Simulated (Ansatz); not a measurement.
## Electronic structure of C₂H₃FO in real space

Input file:

```
crystal:
  periodic: [false, false, false]
  atoms:
    - {symbol: C, position_ang: [-0.818604, 0.657155, -0.079608]}
    - {symbol: C, position_ang: [0.158714, -0.229868, -0.092150]}
    - {symbol: O, position_ang: [1.180209, -0.293177, 0.763703]}
    - {symbol: F, position_ang: [0.224472, -1.201763, -1.009195]}
    - {symbol: H, position_ang: [-1.595179, 0.607963, -0.825936]}
    - {symbol: H, position_ang: [-0.833438, 1.425237, 0.677603]}
    - {symbol: H, position_ang: [1.745126, -1.033548, 0.519883]}
basis:
  gaussian: {orbitals: def2-TZVPP}
hamiltonian: {xc: pbe0, dispersion: d4}
output: {orbitals: {seedname: orbitals}}
```

Run with:

```sh
ansatz run in.yaml --threads 2 --pin off --events-out ev --progress --plain --max-ram 4352MiB
```

Geometry: PBE0-D4/def2-TZVP.

Computed with Ansatz, RKS PBE0-D4/def2-TZVPP.

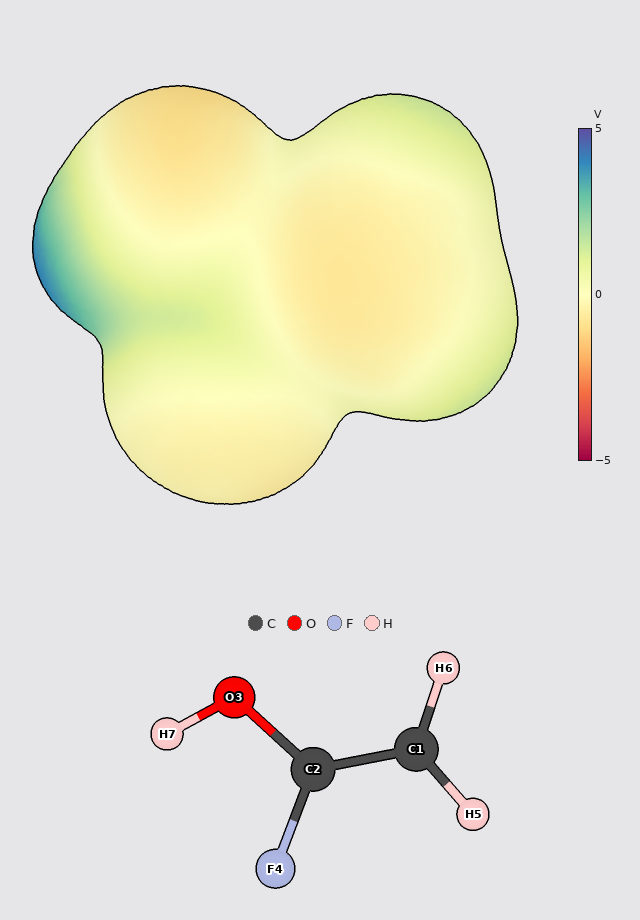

Figure 1. The electrostatic potential painted on the density surface at 0.004 e/bohr³, seen across its widest extent; red is negative and blue positive. The bare structure is drawn below in the same view.

### Describe the electrostatic potential map.

The most negative region (about −1.0 V, or −23 kcal/mol for a unit charge) lies over O3, the most positive (about +4.0 V, or +92 kcal/mol for a unit charge) over H7. O3 is the likeliest acceptor of a hydrogen bond.

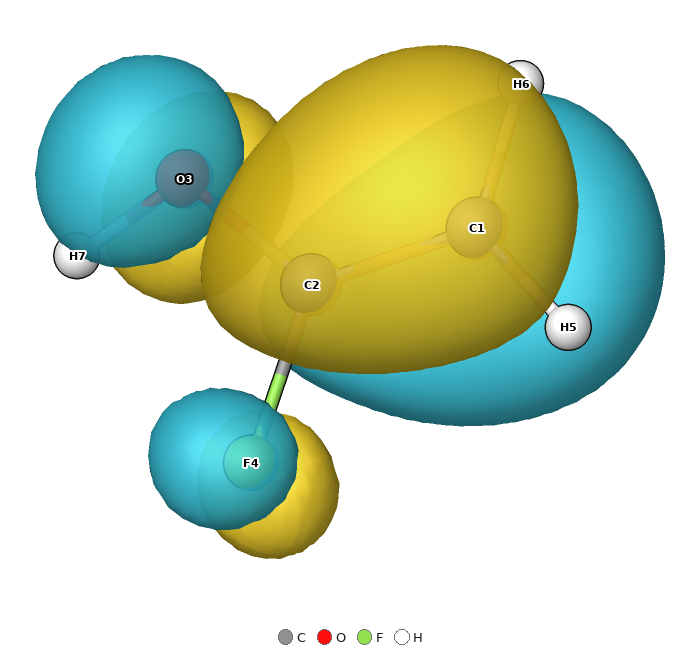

Figure 2. The HOMO at ±0.1 Å⁻³ᐟ² (yellow and cyan are the two phases), seen at a tilt.

### What is the character of this orbital?

By Hirshfeld shares it lies mainly on C1 (about 45 %), C2 (about 25 %) and O3 (about 15 %); it changes sign across the molecular plane (π type); π-bonding across C1–C2; π-antibonding (a node) across C2–O3. Its energy is −6.92 eV.

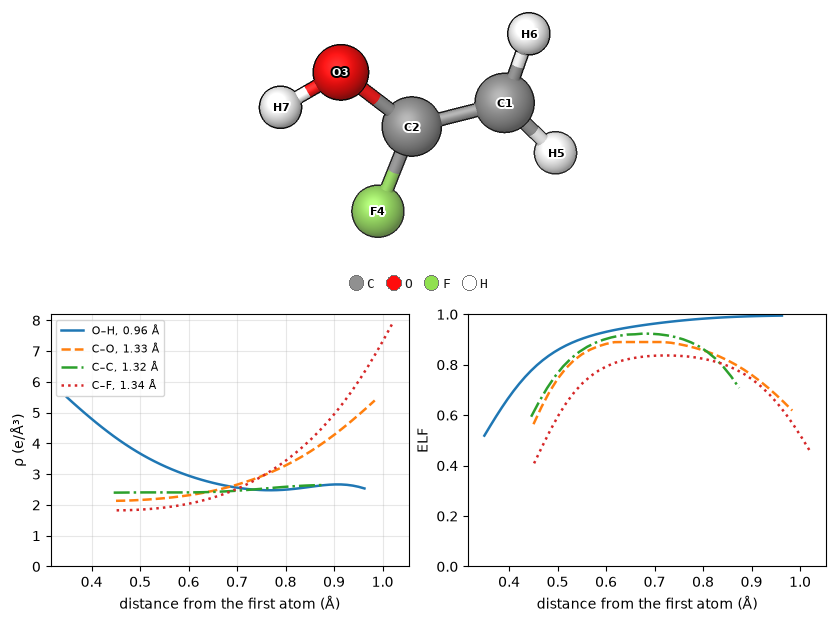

Figure 3. Electron density and ELF along straight lines between neighbouring atoms. The curves leave out the atomic cores. The structure is drawn too.

### Compare the contacts.

O–H (0.96 Å): ρ at the midpoint is about 3.9 e/Å³; the ELF climbs to about 1 towards the hydrogen, as it does in any bond to H (an ordinary covalent bond to hydrogen).
C–O (1.33 Å): ρ is about 2.5 e/Å³ halfway; the ELF peaks at about 0.90 between the atoms; a polar covalent bond.
C–C (1.32 Å): ρ is about 2.4 e/Å³ halfway; the ELF peaks at about 0.90 between the atoms: a short, multiple covalent bond.
C–F (1.34 Å): ρ is about 2.3 e/Å³ halfway; the ELF peaks at about 0.85 between the atoms, as expected for a polar covalent bond.
